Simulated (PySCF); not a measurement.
Geometry relaxation of GaF (part 1 of 2)

The run: geometry relaxation of GaF. Method and program: UHF/cc-pvdz-dk, optimize (PySCF 2.14.0).

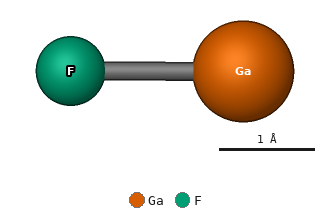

Figure 1. The input geometry (ball-and-stick view, seen on its broad side). Sticks mark near contacts. Bond lengths as drawn: F–Ga 1.82 Å.

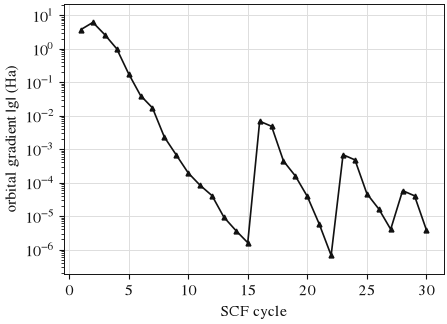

Figure 2. Convergence of the self-consistent field: orbital gradient |g| against the SCF cycle. All cycles printed in the log are drawn one after another.

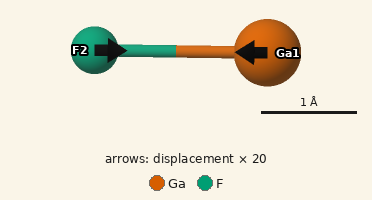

Figure 3. The starting structure with the displacements as black arrows, magnified 20 times (ball-and-stick view, seen at a tilt). The two geometries are laid on each other by the best rigid fit. The largest moves after the best rigid fit, 0.017 Å, are those of Ga1 and F2. Largest moves by element: F 0.017 Å, Ga 0.017 Å. Distances before and after: Ga1–F2 1.820 → 1.785 Å. (Atoms are counted from 1 in the order of the input.)

These pictures come from the run below.

## Input file
```python
from pyscf import gto, scf
from pyscf.geomopt.geometric_solver import optimize

mol = gto.M(
    atom='Ga 0 0 0; F 0 0 1.82',
    basis='cc-pvdz-dk',
    charge=0,
    spin=0,
    symmetry=True,
    verbose=4,
)
mf = scf.UHF(mol)
mf = mf.sfx2c1e()
mf.init_guess = '1e'
mf.kernel()
mol_eq = optimize(mf, maxsteps=30)
print('optimised geometry (angstrom)')
print(mol_eq.tostring('raw'))
print('orbital energies (hartree):', [e[max(0, n-3):n+3].round(4) for e, n in zip(mf.mo_energy, mol.nelec)])
```

Launched with:
```bash
OMP_NUM_THREADS=1 python input.py
```

## Log
```
PySCF version 2.14.0

[INPUT] verbose = 4
[INPUT] num. atoms = 2
[INPUT] num. electrons = 40
[INPUT] charge = 0
[INPUT] spin (= nelec alpha-beta = 2S) = 0
[INPUT] symmetry True subgroup None
[INPUT] Mole.unit = angstrom
[INPUT] Symbol           X                Y                Z      unit          X                Y                Z       unit  Magmom
[INPUT]  1 Ga     0.000000000000   0.000000000000   0.000000000000 AA    0.000000000000   0.000000000000   0.000000000000 Bohr   0.0
[INPUT]  2 F      0.000000000000   0.000000000000   1.820000000000 AA    0.000000000000   0.000000000000   3.439301546708 Bohr   0.0

nuclear repulsion = 81.1211218937802
point group symmetry = Coov
symmetry origin: [0.         0.         0.77384285]
symmetry axis x: [1. 0. 0.]
symmetry axis y: [0. 1. 0.]
symmetry axis z: [0. 0. 1.]
num. orbitals of irrep A1 = 17
num. orbitals of irrep E1x = 9
num. orbitals of irrep E1y = 9
num. orbitals of irrep E2x = 3
num. orbitals of irrep E2y = 3
number of shells = 11
number of NR pGTOs = 103
number of NR cGTOs = 41
basis = cc-pvdz-dk
ecp = {}

******** <class 'pyscf.x2c.sfx2c1e.sfX2C1eSymAdaptedUHF'> ********
method = sfX2C1eSymAdaptedUHF
initial guess = 1e
damping factor = 0
level_shift factor = 0
DIIS = <class 'pyscf.scf.diis.CDIIS'>
diis_start_cycle = 1
diis_space = 8
diis_damp = 0
SCF conv_tol = 1e-09
SCF conv_tol_grad = None
SCF max_cycles = 50
direct_scf = True
direct_scf_tol = 1e-13
number electrons alpha = 20  beta = 20

******** <class 'pyscf.x2c.sfx2c1e.SpinFreeX2CHelper'> ********
approx = 1e
xuncontract = 1
Freeze 0 electrons in irreps []
    40 free electrons in irreps A1 E1x E1y E2x E2y
Set gradient conv threshold to 3.16228e-05
Initial guess from hcore.
alpha HOMO (A1) = -17.7745091055269  LUMO (A1) = -17.525662084367
beta  HOMO (A1) = -17.7745091055269  LUMO (A1) = -17.525662084367
  HOMO = -17.7745091055  LUMO = -17.5256620844  gap/eV = 6.77147
init E= -2033.08401685016
alpha HOMO (A1) = 0.518668948455582  LUMO (A1) = 0.604148029930824
beta  HOMO (A1) = 0.494736547059424  LUMO (A1) = 0.589804618119937
  HOMO = 0.518668948456  LUMO = 0.58980461812  gap/eV = 1.93570
cycle= 1 E= -2025.29463472891  delta_E= 7.79  |g|= 3.76  |ddm|= 8.08
alpha HOMO (E2x) = -1.29790015139325  LUMO (E1x) = -1.19140066122595
beta  HOMO (E2x) = -1.29729478243572  LUMO (A1) = -1.2131900755814
  HOMO = -1.29729478244  LUMO = -1.21319007558  gap/eV = 2.28861
cycle= 2 E= -2026.63711055871  delta_E= -1.34  |g|= 6.14  |ddm|= 8.89
alpha HOMO (A1) = -0.829089562959197  LUMO (A1) = -0.415426874825675
beta  HOMO (A1) = -0.917114843337436  LUMO (E1x) = -0.402319472974206
  HOMO = -0.829089562959  LUMO = -0.415426874826  gap/eV = 11.25634
cycle= 3 E= -2038.26992068555  delta_E= -11.6  |g|= 2.63  |ddm|= 4.47
alpha HOMO (A1) = -0.372368348460747  LUMO (E1x) = -0.0288763688843683
beta  HOMO (A1) = -0.36847142452119  LUMO (E1x) = -0.0230249191575211
  HOMO = -0.368471424521  LUMO = -0.0288763688844  gap/eV = 9.24085
cycle= 4 E= -2041.12899579204  delta_E= -2.86  |g|=    1  |ddm|= 1.61
alpha HOMO (A1) = -0.416789825015186  LUMO (E1x) = 0.00910482427620618
beta  HOMO (A1) = -0.416228367443579  LUMO (E1x) = 0.0114398081681593
  HOMO = -0.416228367444  LUMO = 0.00910482427621  gap/eV = 11.57391
cycle= 5 E= -2041.66483117375  delta_E= -0.536  |g|= 0.179  |ddm|= 0.825
alpha HOMO (A1) = -0.378638071806216  LUMO (E1x) = 0.0455374084568003
beta  HOMO (A1) = -0.376384304913945  LUMO (E1x) = 0.0458819778907245
  HOMO = -0.376384304914  LUMO = 0.0455374084568  gap/eV = 11.48107
cycle= 6 E= -2041.69781314093  delta_E= -0.033  |g|= 0.04  |ddm|= 0.304
alpha HOMO (A1) = -0.373542689301898  LUMO (E1x) = 0.0465478266502295
beta  HOMO (A1) = -0.372476965328286  LUMO (E1x) = 0.0464549740497437
  HOMO = -0.372476965328  LUMO = 0.0464549740497  gap/eV = 11.39972
cycle= 7 E= -2041.69942235253  delta_E= -0.00161  |g|= 0.0171  |ddm|= 0.0747
alpha HOMO (A1) = -0.374878471211891  LUMO (E1x) = 0.0450529908049591
beta  HOMO (A1) = -0.374537520916371  LUMO (E1x) = 0.0448992757082296
  HOMO = -0.374537520916  LUMO = 0.0448992757082  gap/eV = 11.41346
cycle= 8 E= -2041.699677322  delta_E= -0.000255  |g|= 0.00229  |ddm|= 0.0321
alpha HOMO (A1) = -0.374569534466013  LUMO (E1x) = 0.0450011419932279
beta  HOMO (A1) = -0.374387251658984  LUMO (E1x) = 0.0449100427342612
  HOMO = -0.374387251659  LUMO = 0.0449100427343  gap/eV = 11.40966
cycle= 9 E= -2041.69968512227  delta_E= -7.8e-06  |g|= 0.000669  |ddm|= 0.00404
alpha HOMO (A1) = -0.374370976535243  LUMO (E1x) = 0.0449750288482429
beta  HOMO (A1) = -0.374289539844865  LUMO (E1x) = 0.044931915999662
  HOMO = -0.374289539845  LUMO = 0.0449319159997  gap/eV = 11.40760
cycle= 10 E= -2041.69968602092  delta_E= -8.99e-07  |g|= 0.000195  |ddm|= 0.00151
alpha HOMO (A1) = -0.374326095480366  LUMO (E1x) = 0.0449734662903216
beta  HOMO (A1) = -0.374291035068562  LUMO (E1x) = 0.0449524571683151
  HOMO = -0.374291035069  LUMO = 0.0449524571683  gap/eV = 11.40820
cycle= 11 E= -2041.69968611773  delta_E= -9.68e-08  |g|= 8.31e-05  |ddm|= 0.000476
alpha HOMO (A1) = -0.374320348006116  LUMO (E1x) = 0.0449670818074042
beta  HOMO (A1) = -0.374308044776247  LUMO (E1x) = 0.0449581130559329
  HOMO = -0.374308044776  LUMO = 0.0449581130559  gap/eV = 11.40881
cycle= 12 E= -2041.69968614264  delta_E= -2.49e-08  |g|= 4.08e-05  |ddm|= 0.000242
alpha HOMO (A1) = -0.374312856864867  LUMO (E1x) = 0.0449627282250598
beta  HOMO (A1) = -0.374314108912287  LUMO (E1x) = 0.0449619418043117
  HOMO = -0.374312856865  LUMO = 0.0449619418043  gap/eV = 11.40905
cycle= 13 E= -2041.69968614941  delta_E= -6.77e-09  |g|= 9.22e-06  |ddm|= 0.000182
alpha HOMO (A1) = -0.374313556480706  LUMO (E1x) = 0.0449621250628898
beta  HOMO (A1) = -0.374315050249182  LUMO (E1x) = 0.0449622205022626
  HOMO = -0.374313556481  LUMO = 0.0449621250629  gap/eV = 11.40907
cycle= 14 E= -2041.6996861496  delta_E= -1.9e-10  |g|= 3.7e-06  |ddm|= 2.91e-05
alpha HOMO (A1) = -0.374313692198011  LUMO (E1x) = 0.0449623054087045
beta  HOMO (A1) = -0.374314598739643  LUMO (E1x) = 0.0449623386033275
  HOMO = -0.374313692198  LUMO = 0.0449623054087  gap/eV = 11.40908
Extra cycle  E= -2041.69968614962  delta_E= -1.73e-11  |g|= 2.4e-06  |ddm|= 3.94e-06
converged SCF energy = -2041.69968614962  <S^2> = 6.5831784e-11  2S+1 = 1
Create scanner for <class 'pyscf.grad.uhf.Gradients'>
Create scanner for <class 'pyscf.x2c.sfx2c1e.sfX2C1eSymAdaptedUHF'>
input.py

Current date and time:

#|     Arguments passed to driver run_optimizer():      |#
customengine              <pyscf.geomopt.geometric_solver.PySCFEngine object>
logIni                    [file]
maxiter                   30
----------------------------------------------------------
Custom engine selected.
Bonds will be generated from interatomic distances less than 1.20 times sum of covalent radii
6 internal coordinates being used (instead of 6 Cartesians)
Internal coordinate system (atoms numbered from 1):
Distance 1-2
Translation-X 1-2
Translation-Y 1-2
Translation-Z 1-2
Rotation-A 1-2
Rotation-B 1-2
Rotation-C 1-2
<class 'geometric.internal.Distance'> : 1
<class 'geometric.internal.TranslationX'> : 1
<class 'geometric.internal.TranslationY'> : 1
<class 'geometric.internal.TranslationZ'> : 1
<class 'geometric.internal.RotationA'> : 1
<class 'geometric.internal.RotationB'> : 1
<class 'geometric.internal.RotationC'> : 1
> ===== Optimization Info: ====
> Job type: Energy minimization
> Maximum number of optimization cycles: 30
> Initial / maximum trust radius (Angstrom): 0.100 / 0.300
> Convergence Criteria:
> Will converge when all 5 criteria are reached:
>  |Delta-E| < 1.00e-06
>  RMS-Grad  < 3.00e-04
>  Max-Grad  < 4.50e-04
>  RMS-Disp  < 1.20e-03
>  Max-Disp  < 1.80e-03
> === End Optimization Info ===

Geometry optimization cycle 1
Cartesian coordinates (Angstrom)
 Atom        New coordinates             dX        dY        dZ
  Ga   0.000000   0.000000   0.000000    0.000000  0.000000  0.000000
   F   0.000000   0.000000   1.820000    0.000000  0.000000  0.000000

WARN: Mole.unit (angstrom) is changed to Bohr

New geometry
   1 Ga     0.000000000000   0.000000000000   0.000000000000 AA    0.000000000000   0.000000000000   0.000000000000 Bohr
   2 F      0.000000000000   0.000000000000   1.820000000000 AA    0.000000000000   0.000000000000   3.439301546708 Bohr

******** <class 'pyscf.scf.hf.sfX2C1eSymAdaptedUHF_Scanner'> ********
method = sfX2C1eSymAdaptedUHF_Scanner
initial guess = 1e
damping factor = 0
level_shift factor = 0
DIIS = <class 'pyscf.scf.diis.CDIIS'>
diis_start_cycle = 1
diis_space = 8
diis_damp = 0
SCF conv_tol = 1e-09
SCF conv_tol_grad = None
SCF max_cycles = 50
direct_scf = True
direct_scf_tol = 1e-13
number electrons alpha = 20  beta = 20

******** <class 'pyscf.x2c.sfx2c1e.SpinFreeX2CHelper'> ********
approx = 1e
xuncontract = 1
Freeze 0 electrons in irreps []
    40 free electrons in irreps A1 E1x E1y E2x E2y
Set gradient conv threshold to 3.16228e-05
init E= -2041.69968614962
alpha HOMO (A1) = -0.374313811782303  LUMO (E1x) = 0.044962329477138
beta  HOMO (A1) = -0.374314357715961  LUMO (E1x) = 0.0449623333749489
  HOMO = -0.374313811782  LUMO = 0.0449623294771  gap/eV = 11.40908
cycle= 1 E= -2041.69968614962  delta_E= -5e-12  |g|= 1.6e-06  |ddm|= 2.54e-06
alpha HOMO (A1) = -0.374313913531155  LUMO (E1x) = 0.0449623438469997
beta  HOMO (A1) = -0.374314243797078  LUMO (E1x) = 0.0449623347101964
  HOMO = -0.374313913531  LUMO = 0.0449623347102  gap/eV = 11.40909
Extra cycle  E= -2041.69968614962  delta_E= -3.18e-12  |g|= 1.07e-06  |ddm|= 1.67e-06
converged SCF energy = -2041.69968614962  <S^2> = 1.4431123e-11  2S+1 = 1

******** <class 'pyscf.grad.rhf.Gradients_Scanner'> for <class 'pyscf.scf.hf.sfX2C1eSymAdaptedUHF_Scanner'> ********
unit = Eh/Bohr
--------------- sfX2C1eSymAdaptedUHF_Scanner gradients ---------------
         x                y                z
0 Ga     0.0000000000     0.0000000000    -0.0147296811
1 F     0.0000000000     0.0000000000     0.0147296811
----------------------------------------------
cycle 1: E = -2041.69968615  dE = -2041.7  norm(grad) = 0.0208309
Step    0 : Gradient = 1.473e-02/1.473e-02 (rms/max) Energy = -2041.6996861496
Hessian Eigenvalues: 5.00000e-02 5.00000e-02 5.00000e-02 ... 5.00000e-02 5.00000e-02 2.46024e-01

Geometry optimization cycle 2
Cartesian coordinates (Angstrom)
 Atom        New coordinates             dX        dY        dZ
  Ga   0.000000   0.000000   0.015841    0.000000  0.000000  0.015841
   F   0.000000   0.000000   1.804159    0.000000  0.000000 -0.015841
New geometry
   1 Ga     0.000000000000   0.000000000000   0.015841148173 AA    0.000000000000   0.000000000000   0.029935431546 Bohr
   2 F      0.000000000000   0.000000000000   1.804158851827 AA    0.000000000000   0.000000000000   3.409366115163 Bohr
```
